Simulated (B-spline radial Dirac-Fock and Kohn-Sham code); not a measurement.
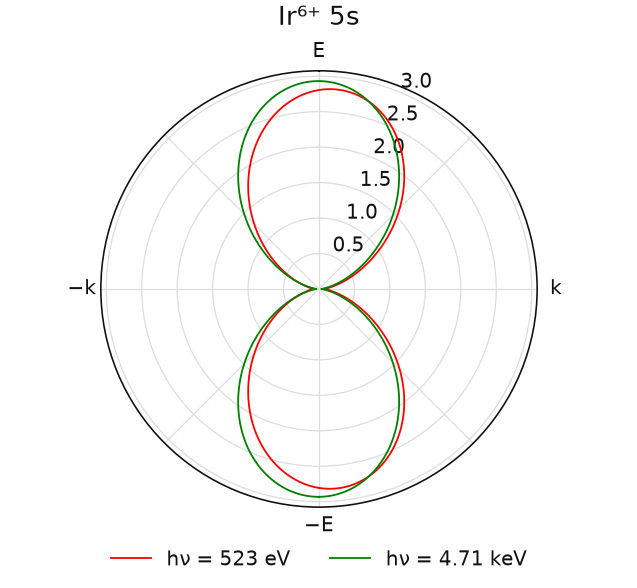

Angular distribution of photoelectrons from O1 (5s) in the plane of the polarisation E (up) and the photon direction k (right), relative to an isotropic one. Species: Ir⁶⁺. Method: a Dirac–Hartree–Slater potential; 1 + βP₂(cos θ) + (δ + γ cos²θ) sin θ cos φ with E1 and E1–E2 terms (computed with a B-spline radial code). Open shells are averaged over j.

What are β, γ and δ at 4.71 keV?

β = 1.932, γ = −0.019, δ = −0.002.

Is the pattern at 4.71 keV symmetric between forward and backward?

Nearly; the non-dipole terms change it by under 5 % at 45° from E.
